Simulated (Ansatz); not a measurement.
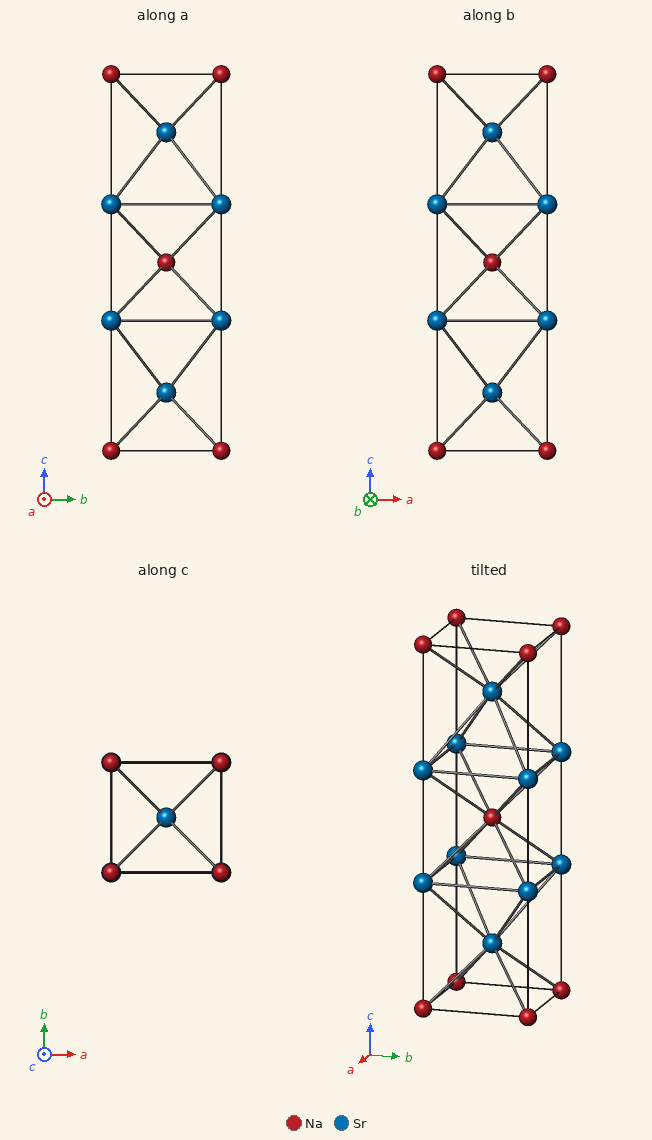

Ball-and-stick representation of a periodic structure, projected along the a axis, along the b axis, along the c axis and slightly off an axis. One conventional unit cell is framed, with atoms on its boundary repeated.

Lattice parameters: a = 4.415 Å, b = 4.415 Å, c = 15.106 Å, α = 90.00°, β = 90.00°, γ = 90.00°. Put a along x and b in the xy plane.

Transcribe the picture into a POSCAR file, with free fractional coordinates to two decimals.

```
Na Sr
1.0
     4.415    0.000    0.000
     0.000    4.415    0.000
     0.000    0.000   15.106
Na Sr
2 4
Direct
  0.00 0.00 0.00
  0.50 0.50 0.50
  0.50 0.50 0.15
  0.00 0.00 0.35
  0.00 0.00 0.65
  0.50 0.50 0.85
```

It goes back to a textbook structure type filled with these elements (whether it is the usual form wasn't checked). It is drawn as it came out of a relaxation with DFT PBE, scalar-relativistic, plane waves, PAW (Ansatz).
